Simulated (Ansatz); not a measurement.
CdO (rock salt)

```cif
data_CdO
_chemical_formula_sum 'O1 Cd1'
_space_group_name_H-M_alt 'P 1'
_space_group_IT_number 1
_cell_length_a 3.37126
_cell_length_b 3.37126
_cell_length_c 3.37126
_cell_angle_alpha 60.000
_cell_angle_beta 60.000
_cell_angle_gamma 60.000
loop_
_space_group_symop_operation_xyz
  'x, y, z'
loop_
_atom_site_label
_atom_site_type_symbol
_atom_site_fract_x
_atom_site_fract_y
_atom_site_fract_z
_atom_site_occupancy
O1 O 0.00000 0.00000 0.00000 1
Cd1 Cd 0.50000 0.50000 0.50000 1
```

Equation-of-state scan: isotropic scaling of the cell above, V₀ being its volume. Symmetry pins the atoms to their sites.

All values below come from PBE (plane waves to 420 eV, PAW, scalar-relativistic; Ansatz, a program for electronic structure). k mesh 13×13×13 (Γ-centred), Fermi-Dirac smearing 0.05 eV. Energies are smeared free energies. CdO was relaxed with its symmetry unable to fall. The zero of ΔE is the relaxed starting cell.

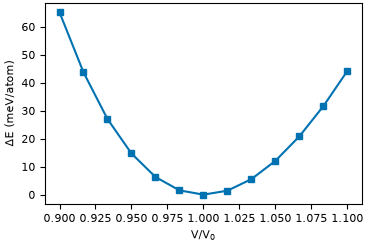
*ΔE (meV/atom) against V/V₀; markers are the computed points, lines only join them.*

Question: What is ΔE at V/V₀ = 0.900?

Answer: About 65 meV/atom.

Question: What bulk modulus B₀ follows from a third-order Birch-Murnaghan fit?

Answer: About 130 GPa.

Question: What is ΔE at V/V₀ = 1.100?

Answer: About 44 meV/atom.

(Under strain, the slope of the energy per volume gives the stress and its curvature an elastic modulus.)
